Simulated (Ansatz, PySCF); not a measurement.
Bond stretch in CH, doublet.

Levels of theory: ROCCSD = CCSD on ROHF/aug-cc-pVDZ, frozen core (Ansatz, a quantum-chemistry and plane-wave program); UKS-BLYP = unrestricted BLYP/aug-cc-pVDZ (Ansatz); UCCSD(T) = CCSD(T) on UHF/aug-cc-pVDZ, frozen core (Ansatz); UHF/LANL2DZ = PySCF with unrestricted Hartree-Fock/LANL2DZ.

Energies are in kcal/mol, each relative to the lowest point of its own curve near equilibrium.

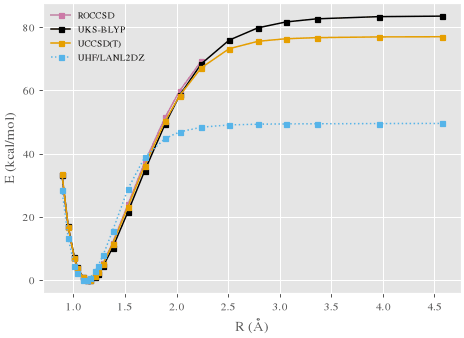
Figure: Energy against bond length for each method.

| R / Å | ROCCSD | UKS-BLYP | UCCSD(T) | UHF/LANL2DZ |
|---|---|---|---|---|
| 0.89 | 33.3 | 33.3 | 33.6 | 28.6 |
| 0.95 | 16.7 | 17.0 | 16.9 | 13.3 |
| 1.01 | 6.8 | 7.2 | 6.9 | 4.6 |
| 1.04 | 3.7 | 4.1 | 3.8 | 2.1 |
| 1.09 | 0.8 | 1.0 | 0.8 | 0.1 |
| 1.13 | 0.0 | 0.0 | 0.0 | 0.0 |
| 1.16 | 0.1 | 0.0 | 0.1 | 0.6 |
| 1.21 | 1.4 | 1.0 | 1.3 | 2.7 |
| 1.24 | 2.6 | 2.0 | 2.5 | 4.5 |
| 1.29 | 5.4 | 4.5 | 5.2 | 8.0 |
| 1.38 | 11.7 | 10.2 | 11.3 | 15.5 |
| 1.53 | 24.0 | 21.6 | 23.3 | 28.9 |
| 1.69 | 37.1 | 34.4 | 36.1 | 38.8 |
| 1.89 | 51.5 | 49.4 | 50.3 | 44.8 |
| 2.03 | 59.8 | 58.4 | 58.3 | 46.9 |
| 2.24 | 69.3 | 68.4 | 67.2 | 48.3 |
| 2.51 | — | 75.9 | 73.2 | 49.1 |
| 2.79 | — | 79.8 | 75.5 | 49.3 |
| 3.06 | — | 81.7 | 76.4 | 49.4 |
| 3.36 | — | 82.7 | 76.7 | 49.4 |
| 3.96 | — | 83.4 | 76.9 | 49.5 |
| 4.57 | — | 83.5 | 77.0 | 49.6 |

At the longest distance, 4.57 Å, UKS-BLYP lies highest above its minimum (83.5 kcal/mol) and UHF/LANL2DZ lowest (49.6 kcal/mol).

Dashes: no converged value, or the column stops at the first point that the program doubted or that broke a chosen test of continuity, which isn't proof of a fault.

The T1 diagnostic of CCSD on the restricted reference of ROCCSD exceeds 0.045 at 2.03 to 2.24 Å. The unrestricted determinant behind UKS-BLYP is spin-contaminated at 2.03 to 4.57 Å (<S²> up to 1.8, against 0.75 for a pure doublet). The unrestricted determinant behind UCCSD(T), UHF/LANL2DZ is spin-contaminated at 0.89 to 4.57 Å (<S²> up to 1.8, against 0.75 for a pure doublet).
